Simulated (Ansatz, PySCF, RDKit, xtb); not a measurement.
# C2H5F3GeO: which of the isomers drawn lies lowest?, part 2 of 2

Which of a sample of isomers of C2H5F3GeO is the most stable in the gas at 298.15 K, and what are its properties? The sample is small against all isomers, and the most stable one of this formula need not be in it. One structure proposed beforehand is put among the starts (marked given), to see whether the search confirms or beats it.

xtb, Ansatz and PySCF; isolated molecules. The steps go on from the part before.

### 11 c775d at CCSD(T)/def2-SVP

The input, input.yaml:

```yaml
crystal:
  periodic: [false, false, false]
  atoms:
    - {symbol: C, position_ang: [-0.223862, -0.377171, 1.069282]}
    - {symbol: C, position_ang: [0.332094, -0.616166, -0.338075]}
    - {symbol: F, position_ang: [0.959128, 2.270352, 0.153131]}
    - {symbol: F, position_ang: [2.579485, 1.017095, -1.658194]}
    - {symbol: F, position_ang: [0.034491, 1.693558, -2.366342]}
    - {symbol: Ge, position_ang: [0.962332, 1.045046, -1.076678]}
    - {symbol: O, position_ang: [-1.154554, 0.665651, 1.093692]}
    - {symbol: H, position_ang: [-0.672380, 1.497532, 1.187422]}
    - {symbol: H, position_ang: [0.608343, -0.208719, 1.777426]}
    - {symbol: H, position_ang: [-0.739795, -1.292806, 1.400466]}
    - {symbol: H, position_ang: [1.158239, -1.343848, -0.354230]}
    - {symbol: H, position_ang: [-0.459838, -0.974985, -1.013462]}
basis:
  gaussian:
    orbitals: def2-SVP
correlation:
  method: ccsd_t
  frozen_orbitals: {O: 1, C: 1, H: 0, Ge: 9, F: 1}
```

Command:

```console
$ ansatz run input.yaml --threads 2 --pin off --max-ram 6090MiB --events-out events.jsonl --progress --plain --runs-dir runs
```

What it wrote, shortened:

```text
Warning: RAYON_NUM_THREADS=2 ignored (pool sized by the plan → 2); use --threads N
Functional definition: HF
  name "HF"
[...]
1377 factors; integrals over basis functions are off by at most 1.5e-3 eV
[...]
mean field -68754.71074682 eV, -2526.6890163289 hartree, gradient 7.1e-7 eV, S^2 0.000000; 0 other end points of the search recorded, 0 dependent functions left out
15 core orbitals not correlated: weight in the atoms' cores, before any rotation towards them, 1.000 or more for the frozen orbitals, at most 0.000 for the correlated occupied ones
reference -68754.71074682 eV, -2526.6890163289 hartree; 27, 27 occupied and 99, 99 virtual orbitals, 1377 factors
second order -34.02018925 eV of doubles, -0.00000000 eV of singles
cycle   1  -33.77432202 eV  change    2.5e-1 eV  update   1.3e-1
[...]
cycle   9  -34.71052220 eV  change   -2.9e-6 eV  update   1.8e-5
perturbative correction -0.77573662 eV, -0.0285077948 hartree
Total energy: -68790.19700563 eV, -2527.9931122867 hartree
```

It took 71 s on 2 threads of Intel Xeon Platinum 8375C at 2.90GHz (Ice Lake), shared host; peak memory 1.2 GiB.

### 12 Free energies and the winner

Energies in kcal/mol from c022a; G adds the thermal terms to the CCSD(T)/def2-SVP + MP2/def2-TZVPP - MP2/def2-SVP energy. The columns left of the relaxed level are at the tight-binding geometries.

| label | SMILES | spin | GFN2-xTB | HF/STO-3G | r2SCAN-D4/def2-SVP | PBE0-D4/def2-SVP | HF/def2-SVP | MP2/def2-SVP | CCSD(T)/def2-SVP + MP2/def2-TZVPP - MP2/def2-SVP | G | share at equilibrium | T1 |
| --- | --- | --- | --- | --- | --- | --- | --- | --- | --- | --- | --- | --- |
| c022a | CC[O][Ge]([F])([F])[F] | singlet | 0.0 | 0.0 | 0.0 | 0.0 | 0.0 | 0.0 | 0.0 | 0.0 | 100.0 % | 0.011 |
| c775d | OC[CH2][Ge]([F])([F])[F] | singlet | 8.8 | 21.1 | 7.6 | 3.5 | 9.8 | 8.8 | 7.7 | 6.8 | < 0.1 % | 0.012 |
| c775c | OC[CH2][Ge]([F])([F])[F] | singlet | 7.8 | 17.9 | 5.6 | 4.3 | 9.8 | 9.0 | 7.8 | 7.8 | < 0.1 % | 0.011 |
| c043d | [CH3][Ge]([F])([F])[O]CF | singlet | 13.5 | 2.8 | 11.8 | 10.5 | 12.5 | 17.5 | 15.1 | 13.7 | < 0.1 % | 0.012 |

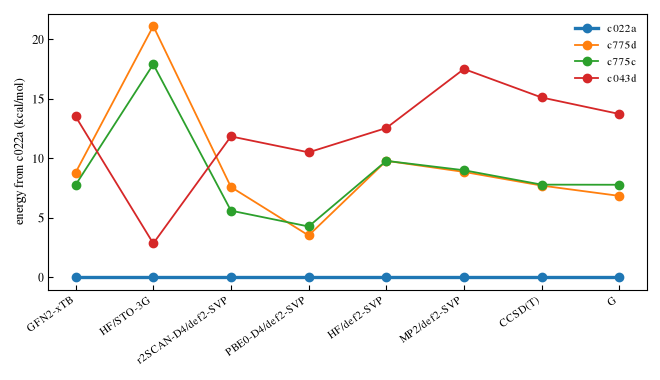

The finalists at each level, measured from c022a.

Lowest found: c022a, `CC[O][Ge]([F])([F])[F]`, a singlet. Bond lengths: C1–C2 1.507 Å, F3–Ge6 1.711 Å, F4–Ge6 1.711 Å, F5–Ge6 1.702 Å, C2–O7 1.429 Å, Ge6–O7 1.726 Å, C1–H8 1.100 Å, C1–H9 1.100 Å, C1–H10 1.100 Å, C2–H11 1.104 Å, C2–H12 1.104 Å. Some angles: C1–C2–O7 108.2°, F3–Ge6–F4 106.1°, F3–Ge6–F5 108.4°, F3–Ge6–O7 112.3°, F4–Ge6–F5 108.3°, F4–Ge6–O7 112.4°, F5–Ge6–O7 109.2°, C2–O7–Ge6 121.2°, C1–C2–H11 110.7°, C1–C2–H12 110.7°.

```xyz
12

C     1.1363    0.2420    1.6084
C    -0.0251    0.3452    0.6539
F    -1.1617    1.0081   -2.5037
F    -2.3305   -1.1940   -1.3807
F    -0.1474   -1.5083   -3.0502
Ge   -0.8208   -0.5282   -1.8326
O     0.2794   -0.4329   -0.5060
H     0.9366    0.8297    2.5167
H     1.3051   -0.8049    1.8996
H     2.0558    0.6228    1.1407
H    -0.1998    1.3965    0.3643
H    -0.9510   -0.0312    1.1238
```

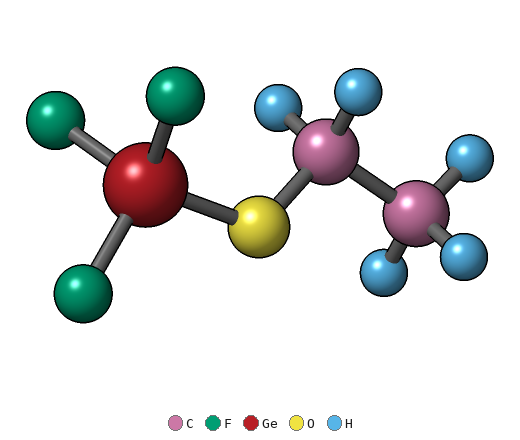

The lowest structure found, seen from a chosen angle (carbon pink, fluorine teal, germanium red, oxygen yellow, hydrogen blue).

### 13 Density, orbitals and dipole (PBE0/def2-SVPD)

The input, input.yaml:

```yaml
crystal:
  periodic: [false, false, false]
  atoms:
    - {symbol: C, position_ang: [1.136285, 0.241951, 1.608425]}
    - {symbol: C, position_ang: [-0.025123, 0.345156, 0.653854]}
    - {symbol: F, position_ang: [-1.161685, 1.008116, -2.503727]}
    - {symbol: F, position_ang: [-2.330489, -1.193959, -1.380726]}
    - {symbol: F, position_ang: [-0.147401, -1.508273, -3.050180]}
    - {symbol: Ge, position_ang: [-0.820798, -0.528240, -1.832638]}
    - {symbol: O, position_ang: [0.279430, -0.432878, -0.505985]}
    - {symbol: H, position_ang: [0.936647, 0.829692, 2.516722]}
    - {symbol: H, position_ang: [1.305107, -0.804941, 1.899626]}
    - {symbol: H, position_ang: [2.055777, 0.622772, 1.140668]}
    - {symbol: H, position_ang: [-0.199758, 1.396517, 0.364301]}
    - {symbol: H, position_ang: [-0.950993, -0.031216, 1.123761]}
basis:
  gaussian:
    orbitals: def2-SVPD
output: {forces: true, orbitals: {seedname: orbitals}}
hamiltonian:
  xc: pbe0
```

Command:

```console
$ ansatz run input.yaml --threads 2 --pin off --max-ram 6090MiB --events-out events.jsonl --progress --plain --runs-dir runs
```

What it wrote, shortened:

```text
Warning: RAYON_NUM_THREADS=2 ignored (pool sized by the plan → 2); use --threads N
[... 2 set-up lines as earlier in the session ...]
[...]
1842 factors; their error is unknown
[...]
mean field -68839.66474002 eV, -2529.8110179951 hartree, gradient 2.2e-5 eV, S^2 0.000000; 0 other end points of the search recorded, 0 dependent functions left out
[...]
reference -68839.66478046 eV, -2529.8110194814 hartree; 42, 42 occupied and 168, 168 virtual orbitals, 1842 factors
[...]
Atom 7 at     0.936647     0.829692     2.516722 Å, force    -0.013002    -0.020642    -0.051359 eV/Å
Atom 8 at     1.305107    -0.804941     1.899626 Å, force    -0.015185     0.048619    -0.003255 eV/Å
Atom 9 at     2.055777     0.622772     1.140668 Å, force    -0.043881    -0.005660     0.026201 eV/Å
Atom 10 at    -0.199758     1.396517     0.364301 Å, force     0.023401    -0.057882     0.003895 eV/Å
Atom 11 at    -0.950993    -0.031216     1.123761 Å, force     0.055332     0.002774    -0.029843 eV/Å
Dipole moment:     0.162207     0.208117     0.562140 e Å
```

It took 11 s on 2 threads of Intel Xeon Platinum 8375C at 2.90GHz (Ice Lake), shared host; peak memory 0.8 GiB.

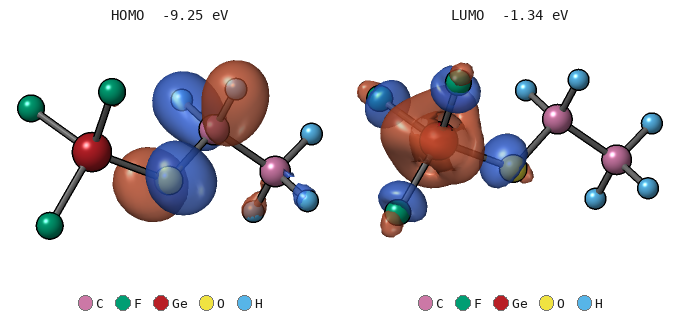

Frontier orbitals of this run, surfaces at ±0.2 Å^-3/2.

### 14 Electronic excitations (TD-CAM-B3LYP/def2-SVPD)

An in-house driver calls PySCF's response routines at TD-CAM-B3LYP/def2-SVPD; it has no typed input.

What it wrote:

```text
coarse grid: 51216 points
cycle   1  E = -2530.3135503266  dE =  3.188e-02  |g| = 1.116e+00  |ddm| = 5.177e+00
cycle   2  E = -2530.1826466757  dE =  1.309e-01  |g| = 1.506e+00  |ddm| = 4.476e+00
cycle   3  E = -2530.5205802025  dE = -3.379e-01  |g| = 5.787e-02  |ddm| = 2.158e+00
cycle   4  E = -2530.5210552447  dE = -4.750e-04  |g| = 3.296e-02  |ddm| = 1.576e-01
cycle   5  E = -2530.5212386603  dE = -1.834e-04  |g| = 1.184e-02  |ddm| = 4.057e-02
cycle   6  E = -2530.5212615876  dE = -2.293e-05  |g| = 3.120e-03  |ddm| = 1.385e-02
cycle   7  E = -2530.5212633207  dE = -1.733e-06  |g| = 3.937e-04  |ddm| = 3.630e-03
final grid: 108336 points
cycle   8  E = -2530.5211874796  dE = -8.864e-08  |g| = 3.526e-04  |ddm| = 2.828e-03
cycle   9  E = -2530.5211874751  dE =  4.550e-09  |g| = 3.970e-04  |ddm| = 7.303e-04
cycle  10  E = -2530.5211874999  dE = -2.480e-08  |g| = 6.049e-05  |ddm| = 3.692e-04
cycle  11  E = -2530.5211875005  dE = -6.294e-10  |g| = 1.305e-05  |ddm| = 6.785e-05
converged SCF energy = -2530.5211875005

Static polarisability (au): isotropic 55.216, principal 49.593 51.208 64.848

Singlet excitations
state   eV       nm        f      main configurations
  1   6.7336    184.1   0.00523   H->L 0.90
  2   7.7036    160.9   0.05342   H-1->L 0.91
  3   8.8349    140.3   0.00736   H->L+1 0.76, H->L+2 0.10
  4   9.1878    134.9   0.00768   H->L+2 0.41, H-4->L 0.34
  5   9.2416    134.2   0.00171   H-4->L 0.54, H->L+2 0.26
  6   9.2612    133.9   0.00399   H-2->L 0.51, H-6->L 0.24
  7   9.4343    131.4   0.01599   H->L+3 0.52, H-5->L 0.23, H-7->L 0.09
  8   9.4648    131.0   0.02956   H-5->L 0.33, H->L+3 0.32, H-7->L 0.12

Triplet excitations (Tamm-Dancoff, eV): 6.2989 7.0829 8.5429
```

It took 40 s on 2 threads of Intel Xeon Platinum 8375C at 2.90GHz (Ice Lake), shared host; peak memory 1 GiB.

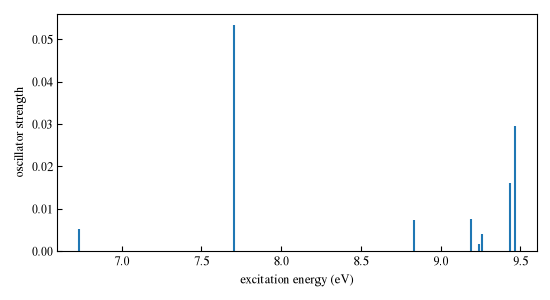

Vertical excitations as sticks.

The roots found:

| excited state | energy (eV) | strength |
| --- | --- | --- |
| 1 | 6.734 | 0.0052 |
| 2 | 7.704 | 0.0534 |
| 3 | 8.835 | 0.0074 |
| 4 | 9.188 | 0.0077 |
| 5 | 9.242 | 0.0017 |
| 6 | 9.261 | 0.0040 |
| 7 | 9.434 | 0.0160 |
| 8 | 9.465 | 0.0296 |

### 15 NMR shieldings (GIAO PBE0/pcSseg-1)

An in-house driver calls PySCF's response routines at GIAO PBE0/pcSseg-1; it has no typed input.

What it wrote:

```text
coarse grid: 51216 points
cycle   1  E = -2529.8804362720  dE =  1.248e-02  |g| = 1.428e+00  |ddm| = 3.363e+00
cycle   2  E = -2529.5429788768  dE =  3.375e-01  |g| = 2.086e+00  |ddm| = 2.068e+00
cycle   3  E = -2530.1292033138  dE = -5.862e-01  |g| = 1.330e-01  |ddm| = 1.350e+00
cycle   4  E = -2530.1310065978  dE = -1.803e-03  |g| = 8.421e-02  |ddm| = 1.152e-01
cycle   5  E = -2530.1320908354  dE = -1.084e-03  |g| = 2.201e-02  |ddm| = 5.646e-02
cycle   6  E = -2530.1321618316  dE = -7.100e-05  |g| = 3.151e-03  |ddm| = 1.222e-02
cycle   7  E = -2530.1321633216  dE = -1.490e-06  |g| = 6.806e-04  |ddm| = 2.152e-03
final grid: 108336 points
cycle   8  E = -2530.1320622820  dE = -2.820e-08  |g| = 8.680e-04  |ddm| = 1.281e-03
cycle   9  E = -2530.1320621506  dE =  1.314e-07  |g| = 1.245e-03  |ddm| = 1.224e-03
cycle  10  E = -2530.1320624228  dE = -2.723e-07  |g| = 1.308e-04  |ddm| = 7.183e-04
cycle  11  E = -2530.1320624259  dE = -3.069e-09  |g| = 1.508e-05  |ddm| = 8.035e-05
cycle  12  E = -2530.1320624259  dE = -3.593e-11  |g| = 6.957e-06  |ddm| = 1.229e-05
converged SCF energy = -2530.1320624259

GIAO shielding tensors (ppm)
atom      isotropic    diamagn.    paramagn.     s11        s22        s33       span
  0 C      165.264     246.597     -81.333    147.268    164.614    183.910     36.642
  1 C      119.333     245.267    -125.934     86.370    103.393    168.236     81.866
  2 F      341.675     475.839    -134.165    280.077    319.201    425.746    145.670
  3 F      341.055     475.802    -134.747    280.235    317.347    425.584    145.349
  4 F      346.307     474.844    -128.537    299.052    309.905    429.965    130.913
  5 Ge    1445.041    2756.742   -1311.701   1403.686   1409.725   1521.713    118.026
  6 O      265.883     402.534    -136.651    209.374    237.366    350.909    141.535
  7 H       30.212      27.660       2.552     26.220     27.059     37.357     11.138
  8 H       29.704      28.789       0.915     25.752     28.153     35.207      9.456
  9 H       29.707      28.816       0.891     25.751     28.176     35.194      9.442
 10 H       27.102      30.852      -3.750     20.908     28.073     32.325     11.417
 11 H       27.105      30.800      -3.695     20.946     28.026     32.344     11.398
```

It took 23 s on 2 threads of Intel Xeon Platinum 8375C at 2.90GHz (Ice Lake), shared host; peak memory 1.2 GiB.

Isotropic shieldings, averaged over atoms that the bond graph makes equivalent (absolute, not shifts):

```csv
atoms,shielding (ppm)
C1,165.3
C2,119.3
"F3, F4, F5",343.0
Ge6,1445.0
O7,265.9
"H8, H9, H10",29.87
"H11, H12",27.10
```

### 16 The cation at the same geometry (PBE0/def2-SVPD)

Changes to input.yaml since step 13:

```diff
@@ -1 +1,3 @@
+basis:
+  gaussian: {orbitals: def2-SVPD}
 crystal:
@@ -15,7 +17,4 @@
     - {symbol: H, position_ang: [-0.950993, -0.031216, 1.123761]}
-basis:
-  gaussian:
-    orbitals: def2-SVPD
-output: {forces: true, orbitals: {seedname: orbitals}}
-hamiltonian:
-  xc: pbe0
+total_charge: 1
+magnetization: {spin_polarized: true, initial_magnetization: 1}
+hamiltonian: {xc: pbe0}
```

Command:

```console
$ ansatz run input.yaml --threads 2 --pin off --max-ram 6090MiB --events-out events.jsonl --progress --plain --runs-dir runs
```

What it wrote, shortened:

```text
Warning: RAYON_NUM_THREADS=2 ignored (pool sized by the plan → 2); use --threads N
[... 2 set-up lines as earlier in the session ...]
[...]
1842 factors; their error is unknown
[...]
mean field -68828.19005181 eV, -2529.3893309813 hartree, gradient 9.5e-6 eV, S^2 0.755109; 2 other end points of the search recorded, 0 dependent functions left out
reference -68828.19009474 eV, -2529.3893325588 hartree; 42, 41 occupied and 168, 169 virtual orbitals, 1842 factors
Total energy: -68828.19009474 eV, -2529.3893325588 hartree
```

It took 29 s on 2 threads of Intel Xeon Platinum 8375C at 2.90GHz (Ice Lake), shared host; peak memory 1.1 GiB.

Difference from the parent: 11.47 eV.

### 17 The anion at the same geometry (PBE0/def2-SVPD)

The input, input.yaml:

```yaml
crystal:
  periodic: [false, false, false]
  atoms:
    - symbol: C
      position_ang: [1.136285, 0.241951, 1.608425]
    - symbol: C
      position_ang: [-0.025123, 0.345156, 0.653854]
    - symbol: F
      position_ang: [-1.161685, 1.008116, -2.503727]
    - symbol: F
      position_ang: [-2.330489, -1.193959, -1.380726]
    - symbol: F
      position_ang: [-0.147401, -1.508273, -3.050180]
    - symbol: Ge
      position_ang: [-0.820798, -0.528240, -1.832638]
    - symbol: O
      position_ang: [0.279430, -0.432878, -0.505985]
    - symbol: H
      position_ang: [0.936647, 0.829692, 2.516722]
    - symbol: H
      position_ang: [1.305107, -0.804941, 1.899626]
    - symbol: H
      position_ang: [2.055777, 0.622772, 1.140668]
    - symbol: H
      position_ang: [-0.199758, 1.396517, 0.364301]
    - symbol: H
      position_ang: [-0.950993, -0.031216, 1.123761]
basis:
  gaussian: {orbitals: def2-SVPD}
total_charge: -1
magnetization: {spin_polarized: true, initial_magnetization: 1}
hamiltonian: {xc: pbe0}
scf: {lower_state_search: off}
```

Command:

```console
$ ansatz run input.yaml --threads 2 --pin off --max-ram 6090MiB --events-out events.jsonl --progress --plain --runs-dir runs
```

What it wrote, shortened:

```text
Warning: RAYON_NUM_THREADS=2 ignored (pool sized by the plan → 2); use --threads N
[... 2 set-up lines as earlier in the session ...]
[...]
1842 factors; their error is unknown
[...]
mean field -68839.24990098 eV, -2529.7957729417 hartree, gradient 5.1e-6 eV, S^2 0.750864; 0 other end points of the search recorded, 0 dependent functions left out
reference -68839.24994409 eV, -2529.7957745256 hartree; 43, 42 occupied and 167, 168 virtual orbitals, 1842 factors
Total energy: -68839.24994409 eV, -2529.7957745256 hartree
Checks for a lower state left out: stability, starts, cluster_reference, orbital_swaps, neighbouring_geometries, increment
```

Wall time 16 s (2 threads of Intel Xeon Platinum 8375C at 2.90GHz (Ice Lake), shared host); peak memory 0.89 GiB.

Parent less the species with the added electron: -0.41 eV. The extra electron isn't bound at this geometry, so the number measures the basis, not the molecule.

### 18 The triplet at the same geometry (PBE0/def2-SVPD)

Changes to input.yaml since step 17:

```diff
@@ -28,6 +28,8 @@
 basis:
-  gaussian: {orbitals: def2-SVPD}
-total_charge: -1
-magnetization: {spin_polarized: true, initial_magnetization: 1}
-hamiltonian: {xc: pbe0}
-scf: {lower_state_search: off}
+  gaussian:
+    orbitals: def2-SVPD
+hamiltonian:
+  xc: {name: PBE0}
+magnetization:
+  spin_polarized: true
+  initial_magnetization: 2
```

Command:

```console
$ ansatz run input.yaml --threads 2 --pin off --max-ram 6090MiB --events-out events.jsonl --progress --plain --runs-dir runs
```

What it wrote, shortened:

```text
Warning: RAYON_NUM_THREADS=2 ignored (pool sized by the plan → 2); use --threads N
[... 2 set-up lines as earlier in the session ...]
[...]
1842 factors; their error is unknown
[...]
mean field -68833.23515861 eV, -2529.5747352365 hartree, gradient 3.1e-5 eV, S^2 2.005584; 2 other end points of the search recorded, 0 dependent functions left out
reference -68833.23520067 eV, -2529.5747367819 hartree; 43, 41 occupied and 167, 169 virtual orbitals, 1842 factors
Total energy: -68833.23520067 eV, -2529.5747367819 hartree
```

It took 25 s on 2 threads of Intel Xeon Platinum 8375C at 2.90GHz (Ice Lake), shared host; peak memory 1.1 GiB.

It lies 6.43 eV above the singlet.

### 19 Results

This closing draws on all 2 parts.

| quantity | value |
| --- | --- |
| lowest structure found | CC[O][Ge]([F])([F])[F], singlet |
| next finalist | OC[CH2][Ge]([F])([F])[F], singlet, 6.8 kcal/mol higher in G |
| share at equilibrium, among the finalists | 100.0 % |
| funnel | 63 starts, 53 minima at GFN2-xTB, 12 screening runs, 4 relaxed, 4 ranked |
| CPU time of all runs | 26 min |
| dipole moment (PBE0/def2-SVPD) | 2.98 D |
| HOMO energy (PBE0/def2-SVPD) | -9.25 eV |
| LUMO energy (PBE0/def2-SVPD) | -1.34 eV |
| HOMO–LUMO gap (PBE0/def2-SVPD) | 7.91 eV |
| lowest excitation (TD-CAM-B3LYP/def2-SVPD) | 6.73 eV (f = 0.005) |
| strongest of the states computed, same level | 7.70 eV (f = 0.053) |
| lowest triplet excitation, same level, Tamm-Dancoff | 6.30 eV |
| vertical ionisation energy | 11.47 eV |
| vertical electron affinity | -0.41 eV (unbound: the value depends on the basis) |
| vertical triplet less singlet | +6.43 eV |

In words: `CC[O][Ge]([F])([F])[F]` comes out lowest. Among the finalists first place is clear (6.8 kcal/mol); structures outside the list aren't covered. With 18 minima in the window unscreened, the next finalist need not be the second lowest, and margin and share hold for the finalists alone. GFN2-xTB, HF/STO-3G, r2SCAN-D4/def2-SVP, PBE0-D4/def2-SVP, HF/def2-SVP and MP2/def2-SVP already put its bonding pattern lowest among the structures in one piece. The largest share of the time went into the final energies (39 %). 18 minima inside the window were never screened. The structure proposed beforehand is the winner. The search is not exhaustive (a finite list of starts, one conformer a finalist), so a lower isomer can't be ruled out. Only 12 drawn patterns were tried, so whole families of isomers are missing, and the result ranks only the part of this sample that was screened.
